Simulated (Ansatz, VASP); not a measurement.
**ZnO (zincite): VASP beside Ansatz**

Aim: how closely do two programs agree when they are given the same cell, functional and k mesh? The cell comes out of the VASP series on this material, whose earlier steps may have relaxed, scaled or displaced it; both programs get it as it stands.

Method: plane waves, with VASP 6.6.1 beside it; relaxation of cell and atoms at PBE, in Ansatz 0.2.0.

### 1. Set-up

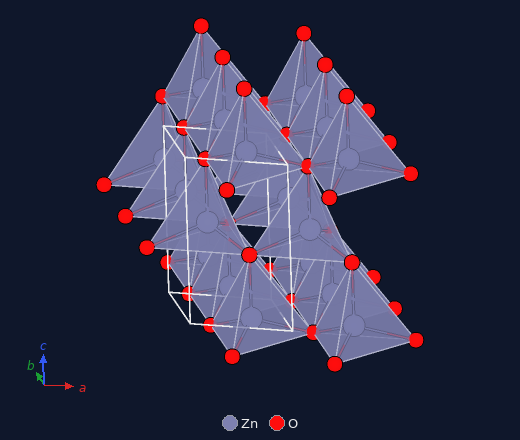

The starting structure, seen slightly off an axis (zinc blue, oxygen red). 2×3×1 cells are drawn. Some periodic images of atoms are drawn too.

### 2. VASP: relaxation of cell and atoms, PBE

The relaxed volume is the usual yardstick between codes: its relative difference is about their pressure difference at one cell divided by the bulk modulus.

Lines of VASP's logs that name or quote its potential files are left out, and so is its time.

Input file INCAR:

```
SYSTEM = ZnO
PREC = Accurate
ENCUT = 520
EDIFF = 1E-06
NELM = 100
ISMEAR = 0
SIGMA = 0.05
LREAL = .FALSE.
ALGO = Normal
GGA = PE
NBANDS = 24
LORBIT = 11
LWAVE = .FALSE.
LCHARG = .FALSE.
KPAR = 4
IBRION = 2
NSW = 60
ISIF = 3
EDIFFG = -0.01
```

Input file POSCAR:

```
ZnO
1.0
    3.2885064752      0.0000000000      0.0000000000
   -1.6442532376      2.8479301480      0.0000000000
    0.0000000000      0.0000000000      5.3018776255
Zn O
2 2
Direct
    0.3333333333      0.6666666667      0.4996979181
    0.6666666667      0.3333333333      0.9996979181
    0.6666666667      0.3333333333      0.3793120819
    0.3333333333      0.6666666667      0.8793120819
```

Input file KPOINTS:

```
Automatic mesh
0
Gamma
8 8 4
0 0 0
```

The projector-augmented-wave data sets are Zn and O (PBE family, release 64).

Run with:

```bash
> mpirun -np 4 vasp_std
```

Numbers of over 12 decimals in the logs are rounded to 6 here.

The log of the run:

```text
[banner, memory and clock lines left out]
running    4 mpi-ranks, on    1 nodes
 distrk:  each k-point on    1 cores,    4 groups
 distr:  one band on    1 cores,    1 groups

 POSCAR found type information on POSCAR ZnO
 POSCAR found :  2 types and       4 ions
 LDA part: xc-table for (Slater+PW92), standard interpolation
 POSCAR, INCAR and KPOINTS ok, starting setup
 FFT: planning ... GRIDC
 FFT: planning ... GRID_SOFT
 FFT: planning ... GRID
 WAVECAR not read
 entering main loop
       N       E                     dE             d eps       ncg     rms          rms(c)
DAV:   1     0.289586938800E+03    0.28959E+03   -0.18656E+04  1440   0.217E+03
DAV:   2     0.736054739614E+01   -0.28223E+03   -0.26815E+03  1592   0.428E+02
DAV:   3    -0.206606836221E+02   -0.28021E+02   -0.27821E+02  1608   0.141E+02
DAV:   4    -0.211050091429E+02   -0.44433E+00   -0.44401E+00  1696   0.189E+01
DAV:   5    -0.211077184938E+02   -0.27094E-02   -0.27093E-02  1592   0.139E+00    0.139E+01
DAV:   6    -0.177228690226E+02    0.33848E+01   -0.92878E+00  2488   0.680E+01    0.843E+00
DAV:   7    -0.178934213611E+02   -0.17055E+00   -0.27136E+00  1560   0.183E+01    0.503E+00
DAV:   8    -0.179067449263E+02   -0.13324E-01   -0.62993E-01  2000   0.773E+00    0.165E+00
DAV:   9    -0.178551151103E+02    0.51630E-01   -0.12906E-01  2144   0.688E+00    0.313E-01
DAV:  10    -0.178578280206E+02   -0.27129E-02   -0.41227E-02  1464   0.148E+00    0.133E-01
DAV:  11    -0.178578783090E+02   -0.50288E-04   -0.70913E-04  1752   0.388E-01    0.461E-02
DAV:  12    -0.178578935848E+02   -0.15276E-04   -0.15826E-04  1952   0.359E-01    0.202E-02
DAV:  13    -0.178579067999E+02   -0.13215E-04   -0.35657E-05  1736   0.109E-01    0.216E-02
DAV:  14    -0.178579005653E+02    0.62346E-05   -0.19123E-05  1872   0.418E-02    0.328E-03
DAV:  15    -0.178579003874E+02    0.17787E-06   -0.25669E-06  1336   0.139E-02
   1 F= -.17857900E+02 E0= -.17857900E+02  d E =-.178579E+02
 curvature:   0.00 expect dE= 0.000E+00 dE for cont linesearch  0.000E+00
 trial: gam= 0.00000 g(F)=  0.146E-04 g(S)=  0.537E-05 ort = 0.000E+00 (trialstep = 0.100E+01)
 search vector abs. value=  0.200E-04
 reached required accuracy - stopping structural energy minimisation
```

OUTCAR, selected parts (step 2):

```text
ion  position               nearest neighbor table
   1  0.333  0.667  0.500-   3 2.00   3 2.00   3 2.00   4 2.01
   2  0.667  0.333  1.000-   4 2.00   4 2.00   4 2.00   3 2.01
   3  0.667  0.333  0.379-   1 2.00   1 2.00   1 2.00   2 2.01
   4  0.333  0.667  0.879-   2 2.00   2 2.00   2 2.00   1 2.01

  LATTYP: Found a hexagonal cell.
 ALAT       =     3.2885064752
 C/A-ratio  =     1.6122448490

 Subroutine GETGRP returns: Found 12 space group operations
 (whereof  6 operations were pure point group operations)

The static configuration has the point symmetry C_3v.
 The point group associated with its full space group is C_6v.

 Found     30 irreducible k-points:

   k-points           NKPTS =     30   k-points in BZ     NKDIM =     30   number of bands    NBANDS=     24

   dimension x,y,z NGX =    24 NGY =   24 NGZ =   40
   dimension x,y,z NGXF=    48 NGYF=   48 NGZF=   80

   ENCUT  =  520.0 eV  38.22 Ry    6.18 a.u.   6.11  6.11  9.86*2*pi/ulx,y,z

   NELECT =      36.0000    total number of electrons

 k-points in reciprocal lattice and weights: Automatic mesh
   0.00000000  0.00000000  0.00000000       0.004
   0.12500000  0.00000000  0.00000000       0.023
   0.25000000  0.00000000  0.00000000       0.023
   0.37500000  0.00000000  0.00000000       0.023
   0.50000000  0.00000000  0.00000000       0.012
   0.12500000  0.12500000  0.00000000       0.023
   0.25000000  0.12500000  0.00000000       0.047
   0.37500000  0.12500000  0.00000000       0.047
   0.25000000  0.25000000  0.00000000       0.023
[...]
0.25000000  0.25000000  0.50000000       0.023
   0.37500000  0.25000000  0.50000000       0.023

 average (electrostatic) potential at core
       1 -36.1244       2 -36.1244       3 -73.3790       4 -73.3790

 E-fermi :   1.1267

 k-point     1 :       0.0000    0.0000    0.0000
  band No.  band energies     occupation
    ...
     14       0.0919      2.00000
     15       0.0919      2.00000
     16       0.7588      2.00000
     17       0.8353      2.00000
     18       0.8353      2.00000
     19       1.5522      0.00000
     20       5.8934      0.00000
     21       8.8896      0.00000
     22      13.5133      0.00000
     23      13.5133      0.00000
    ...

 k-point     2 :       0.1250    0.0000    0.0000
  band No.  band energies     occupation
    ...
     14      -0.4471      2.00000
     15      -0.1022      2.00000
     16       0.0278      2.00000
     17       0.6610      2.00000
     18       0.7305      2.00000
     19       2.5635      0.00000
     20       6.4945      0.00000
     21       8.8936      0.00000
     22      12.1508      0.00000
     23      13.6478      0.00000
    ...

 k-point     3 :       0.2500    0.0000    0.0000
  band No.  band energies     occupation
    ...
     14      -1.5672      2.00000
     15      -0.8601      2.00000
     16      -0.5711      2.00000
     17       0.3597      2.00000
     18       0.4622      2.00000
     19       3.9936      0.00000
     20       7.6481      0.00000
     21       8.8725      0.00000
     22      10.3289      0.00000
     23      12.1826      0.00000
    ...

  Total        0.0087271      0.0087271      0.0171039      0.0000000      0.0000000      0.0000000
  in kB        0.2815934      0.2815934      0.5518845      0.0000000      0.0000000      0.0000000
  external PRESSURE =       0.3716904 kB  Pullay stress =       0.0000000 kB

  energy-cutoff  :      520.00
  volume of cell :       49.65
      direct lattice vectors                 reciprocal lattice vectors
     3.288506475  0.000000000  0.000000000     0.304089412  0.175566104  0.000000000
    -1.644253238  2.847930148  0.000000000     0.000000000  0.351132208  0.000000000
     0.000000000  0.000000000  5.301877626     0.000000000  0.000000000  0.188612426

 POSITION                                       TOTAL-FORCE (eV/Angst)
 -----------------------------------------------------------------------------------
     -0.00000      1.89862      2.64934         0.000000     -0.000000      0.008706
      1.64425      0.94931      5.30028        -0.000000      0.000000      0.008706
      1.64425      0.94931      2.01107         0.000000     -0.000000     -0.008706
     -0.00000      1.89862      4.66201        -0.000000      0.000000     -0.008706
 -----------------------------------------------------------------------------------
    total drift:                               -0.000001     -0.000001     -0.000710

  FREE ENERGIE OF THE ION-ELECTRON SYSTEM (eV)
  ---------------------------------------------------
  free  energy   TOTEN  =       -17.8579003874 eV

  energy  without entropy=      -17.8579003874  energy(sigma->0) =      -17.85790039

 reached required accuracy - stopping structural energy minimisation

 total charge
# of ion       s       p       d       tot
------------------------------------------
    1        0.446   0.452   9.890  10.788
    2        0.446   0.452   9.890  10.788
    3        1.550   3.436   0.000   4.986
    4        1.550   3.436   0.000   4.986
--------------------------------------------------
tot          3.993   7.776  19.780  31.548

[... 3 further parts left out ...]
```

CONTCAR:

```
ZnO
   1.00000000000000
     3.2885064752000002    0.0000000000000000    0.0000000000000000
    -1.6442532376000001    2.8479301480000001    0.0000000000000000
     0.0000000000000000    0.0000000000000000    5.3018776255000004
  Zn              O
     2     2
Direct
     0.3333333332999970    0.6666666667000030    0.4996979180999972
     0.6666666667000030    0.3333333332999970    0.9996979180999972
     0.6666666667000030    0.3333333332999970    0.3793120818999967
     0.3333333332999970    0.6666666667000030    0.8793120818999967
```

### 3. Ansatz: relaxation of cell and atoms, PBE

Ansatz runs on its default PAW (the set named soft_2) files.

The same cell, functional, mesh and smearing now go to Ansatz, which takes its cutoff from its data sets.

Input file input.yaml:

```yaml
crystal:
  lattice:
    - [3.2885064752, 0.0, 0.0]
    - [-1.6442532376, 2.847930148, 0.0]
    - [0.0, 0.0, 5.3018776255]
  atoms:
    - { symbol: Zn, position: [0.3333333333, 0.6666666667, 0.4996979181] }
    - { symbol: Zn, position: [0.6666666667, 0.3333333333, 0.9996979181] }
    - { symbol: O, position: [0.6666666667, 0.3333333333, 0.3793120819] }
    - { symbol: O, position: [0.3333333333, 0.6666666667, 0.8793120819] }
hamiltonian:
  xc: pbe
  pseudopotentials: { kind: paw }
kpoints:
  mp_grid: { grid: [8, 8, 4] }
scf:
  occupations: { method: gaussian, width: 0.05 }
relax:
  f_tol: 0.01
  max_steps: 60
  cell: { stress_tol: 0.05 }
output:
  forces: true
  stress: true
```

Run with:

```bash
> ansatz run input.yaml --threads 4 --pin off --max-ram 9216MiB --backend cpu --events-out ev --progress --plain --runs-dir out
```

The log of the run:

```text
Engine: ansatz 0.2.0, x86_64-unknown-linux-gnu
Pseudopotentials: kind: paw
Pseudopotential: Zn, paw, valence charge 12, recommended cutoff 420 eV (normal), Zn.paw.azcp
Pseudopotential: O, paw, valence charge 6, recommended cutoff 420 eV (normal), O.paw.azcp
Functional definition: PBE
  parameter kappa = 0.804
  parameter beta = 0.066725
  exchange = pbe_x(kappa = kappa, mu = beta*pi^2/3)
  correlation = pbe_c(beta = beta)
Crystal: 4 atoms, lattice volume = 49.654 Å³
Basis set: ecut = 420 eV, 989 PW (Γ), exchange–correlation on 48×48×72 points (8 copies of the dense FFT grid, shifted against one another)
Bands: 22, of which v1, the nominal top of the filled ones, is band 18 counted from 1 (17 counted from 0)
Symmetry: 12 space group operations
Space group: P63mc (ITA 186), of the structure as read, at distance tolerance 3.7e-5 Å
k-points: 30 of 256 (time reversal used)
Non-local potential: Zn, projectors of the file, l = 0: 2, l = 1: 2, l = 2: 3, l = 3: 1
Non-local potential: O, projectors of the file, l = 0: 2, l = 1: 2, l = 2: 1
PAW form: soft (Blöchl's): semilocal exchange-correlation on the pseudo side does not see the compensation charge
PAW one-centre angular grid: Zn, 590 points (default); XC on 64 Gauss nodes
PAW one-centre angular grid: O, 110 points (default); XC on 64 Gauss nodes
Initial density: superposition of atomic densities (neutral atoms: chi_scale 0, normalization atom), corrected by the library's trained network
Initial wavefunctions: pseudopotential atomic-orbital guess
Functional: x = pbe(κ = 0.804, μ = 0.219515), c = pbe(β = 0.066725)
SCF iter   1: F=—  HF=-7773.689982 eV  |F-HF|=—  |Δ(HF+E_count)|=         —  Δρ=6.34e-4  dr2=7.14e-5  ethr=1.77e-3  ⟨swp⟩=5.9  Hψ=2886  notcnv=0
preconditioner: auto → Resta (q_TF=auto, 2.586 Å⁻¹)  ε∞=7.5  [insulator: Δε(μ)=0.734 eV  Ē_g=12.412 eV  σ=0.050 eV  W_gap=1.00  n_scr=22 (ndim 8)  ℏωp=31.6 eV  f_vac=0.043  D(μ)=0.00/eV (n_scr^D=0)  ε∞_Penn≈7.5]
SCF iter   2: F=—  HF=-7773.691386 eV  |F-HF|=—  |Δ(HF+E_count)|=   1.40e-3  Δρ=4.07e-4  dr2=2.69e-5  ethr=1.98e-7  ⟨swp⟩=3.1  Hψ=1766  notcnv=0
SCF iter   3: F=—  HF=-7773.691452 eV  |F-HF|=—  |Δ(HF+E_count)|=   6.64e-5  Δρ=2.40e-4  dr2=1.23e-5  ethr=7.47e-8  ⟨swp⟩=2.0  Hψ=1140  notcnv=0
SCF iter   4: F=—  HF=-7773.691496 eV  |F-HF|=—  |Δ(HF+E_count)|=   4.44e-5  Δρ=7.45e-5  dr2=1.47e-6  ethr=3.42e-8  ⟨swp⟩=2.0  Hψ=1086  notcnv=0
SCF iter   5: F=—  HF=-7773.691502 eV  |F-HF|=—  |Δ(HF+E_count)|=   5.41e-6  Δρ=1.82e-5  dr2=1.01e-7  ethr=4.09e-9  ⟨swp⟩=2.0  Hψ=1152  notcnv=0
SCF iter   6: F=-7773.691502 eV  HF=-7773.691502 eV  |F-HF|=5.69e-9  |Δ(HF+E_count)|=   5.06e-7  Δρ=1.04e-5  dr2=4.05e-8  ethr=2.78e-10  ⟨swp⟩=4.2  Hψ=2401  notcnv=0
SCF 1 converged in 6 iterations: F = -7773.691502 eV  dr2 = 4.05e-8
  greatest PAW one-centre occupation: 0.987 electrons in one spin orbital (limit 2), on the Zn atom at site 1 (counted from 0), in its partial waves of l = 2
relax step   1: F+E_penalty+E_count = -7773.69150237 eV  Δ(F+E_penalty+E_count) = +0.000e0 eV  max|allowed force component| = 6.579e-3 eV/Å  Δτ_max = 0.0000 Å  P = -0.895 GPa  Ω = 49.654 Å³  (6 SCF iters, dr2 threshold 1.00e-7 eV, accepted)
[...]
relax step   2: F+E_penalty+E_count = -7773.69303048 eV  Δ(F+E_penalty+E_count) = -1.528e-3 eV  max|allowed force component| = 6.092e-3 eV/Å  Δτ_max = 0.0003 Å  P = -0.418 GPa  Ω = 49.475 Å³  energy of the carried Pulay correction = +7.838e-4 eV  (5 SCF iters, dr2 threshold 4.00e-7 eV, accepted)
[...]
relax step   3: F+E_penalty+E_count = -7773.69393112 eV  Δ(F+E_penalty+E_count) = -9.006e-4 eV  max|allowed force component| = 4.355e-3 eV/Å  Δτ_max = 0.0004 Å  P = +0.007 GPa  Ω = 49.318 Å³  energy of the carried Pulay correction = +1.473e-3 eV  (5 SCF iters, dr2 threshold 4.00e-7 eV, accepted)
[...]
relax step   4: F+E_penalty+E_count = -7773.69238791 eV  Δ(F+E_penalty+E_count) = +1.543e-3 eV  max|allowed force component| = 4.321e-3 eV/Å  Δτ_max = 0.0000 Å  P = -0.032 GPa  Ω = 49.318 Å³  stress off target by 4.19e-2 GPa  SCF on the basis re-selected at this cell (its energy is not comparable with the rows above)  (7 SCF iters)
basis re-selected at this cell: Δ(F+E_penalty+E_count) = +1.543e-3 eV, ΔP = -0.039 GPa vs the last step (what re-selecting the basis moved, of the pressure what is left beyond the Pulay correction that the steps carried, after the strain that the cell walked since its last selection, with what the two solves' SCF thresholds leave and, on support functions, any second-order correction that the steps lacked; it is no m [...]
SCF converged after 7 iterations
Free energy (F): -7773.692388 eV
Harris-Foulkes:  -7773.692388 eV  (|F-HF|=2.00e-11)
Internal energy: -7773.692388 eV  (E = F + TS)
E sigma→0 (E₀):  -7773.692388 eV
Fermi energy:    7.077579 eV
--- Per-component energies (eV) ---
  E_band       = 50.796100
  E_kinetic    = 610.027786
  E_local      = -4056.562240  (includes V_loc(G=0)·N_el)
  E_nonlocal   = 1335.264695
  E_hartree    = 1665.496678
  E_xc         = -419.292371
  E_vxc        = -288.951602  (∫ρ·V_xc dr)
  E_paw        = -3980.697590  (= ΣΔE_a)
  E_vpaw       = -879.979916  (= ΣTr[D̂ρ^β])
  E_aug_tail   = 0.004116  (compensation charges beyond the density's cutoff)
  E_ewald      = -2927.933462
  E_smearing   = -0.000000  (= −TS)
  E_closure    = -0.000000  (closes the sum)
  Σ components = -7773.692388   (vs F -7773.692388, Δ=0.00e0)
--- Forces (eV/Å), atoms counted from 1 ---
  atom   1  Zn    -0.00000000    -0.00000000     0.00432187
  atom   2  Zn    -0.00000000     0.00000000     0.00432187
  atom   3  O      0.00000000    -0.00000000    -0.00432061
  atom   4  O      0.00000000     0.00000000    -0.00432061
  max |Σ_I F_I| component: 2.50e-6 eV/Å
--- Stress (GPa, compression-positive) ---
       -0.026790       0.000000      -0.000000
        0.000000      -0.026790      -0.000000
       -0.000000      -0.000000      -0.041936
  P = ⅓ Tr σ = -0.0318 GPa (-0.318 kbar)
--- Relaxed structure (3 steps of the walk, 3 accepted, 1 SCFs on fresh bases) ---
  F+E_penalty+E_count = -7773.69238791 eV   max|allowed force component| = 4.321e-3 eV/Å   (the final SCF, on the basis selected at the relaxed cell)
  cell:  # Å, volume = 49.3182 Å³
    - [3.280256, 0.0, 0]
    - [-1.640128, 2.840785, -2.254283850574119e-19]
    - [0, -4.1967100622918946e-19, 5.292500]
  atoms:
    - { symbol: Zn, position: [0.333333, 0.666667, 0.499831] }
    - { symbol: Zn, position: [0.666667, 0.333333, 0.999831] }
    - { symbol: O, position: [0.666667, 0.333333, 0.379179] }
    - { symbol: O, position: [0.333333, 0.666667, 0.879179] }
```

Run time: 4.6 s. Hardware: 4 threads of Intel Xeon Platinum 8488C (Sapphire Rapids), shared host; peak memory 0.43 GiB; 13 s of CPU time.

### 4. Differences

Known differences besides the PAW data sets themselves: both relaxations stop at a tolerance, which leaves soft axes loose, and VASP keeps its plane-wave basis; the cutoff is 420 eV in Ansatz and 520 eV in VASP; VASP leaves aspherical gradient terms in its spheres out (LASPH is not set), Ansatz keeps them; Ansatz adds a Pulay correction to the stress that steers its cell, VASP none. Total energies have different zeros and are not compared.

The two programs side by side:

| quantity | Ansatz | VASP | difference |
| --- | --- | --- | --- |
| volume (Å³) | 49.32 | 49.65 | -0.68 % |
| edge a after relaxation, in the typed setting (Å) | 3.280 | 3.288 | -0.25 % |
| edge c after relaxation, in the typed setting (Å) | 5.293 | 5.302 | -0.18 % |

The walks stopped with -0.03 GPa left in Ansatz and 0.04 GPa in VASP; each walk ends within a tolerance, so the volume difference is uncertain by about these residues over the bulk modulus, most in soft cells.

### 5. Summary of results

```json
{
  "difference in volume (relaxation of cell and atoms, PBE)": "-0.68 %"
}
```

**Reading.** The difference in volume is -0.68 % (relaxation of cell and atoms, PBE), within the 1.2 % picked in this series as the mark of a large difference, as far as the stopping tolerances let one tell. Differences of this kind measure data sets and numerical settings, not the functional's error against experiment.

[Lines on the potential files, build, host, timing and source positions are cut from VASP's logs without a mark.]

[Logs are printed without paths, hosts, clocks, repeated set-up lines and the standing remarks that a program may print on its own settings, such as how far it seeks lower states.]

[Hosts, paths, dates, database ids (printed as entryN), source tags and the programs' standing remarks are cut or masked in the printed files.]
